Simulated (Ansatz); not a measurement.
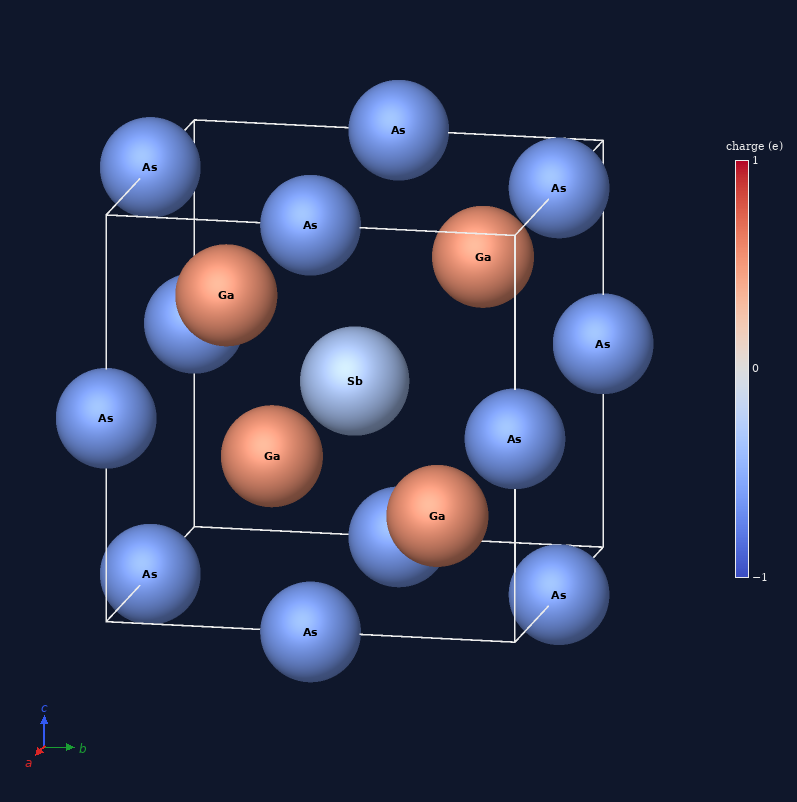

The structure above is drawn in spheres-only style and viewed slightly off an axis. The parallelepiped is the simulation cell. The atoms of this Ga4SbAs3 cell are coloured by their Bader charge.

Run with Ansatz 0.2.0, DFT LDA, scalar-relativistic, plane waves, PAW and these settings: a basis cut at 420 eV, a 6×6×6 k-point grid, Gaussian smearing of 0.1 eV, no spin polarisation.

### Which atoms are positive and which negative?

Most positive: Ga; most negative: As. Charges: about Ga +0.5 e; Sb -0.3 e; As -0.6 e.

Provenance: a structure type filled with these elements by a generator (whether the compound takes this form wasn't checked). Earlier steps of the study, as a rule a relaxation of our own, may have changed the cell and positions, so they can lie some per cent off the listed ones. A calculation with Ansatz used it as input.

At this level of theory the run's own cell isn't at rest (stretched, at -4 GPa), so its distances can differ from those at equilibrium, the more so the softer the solid.
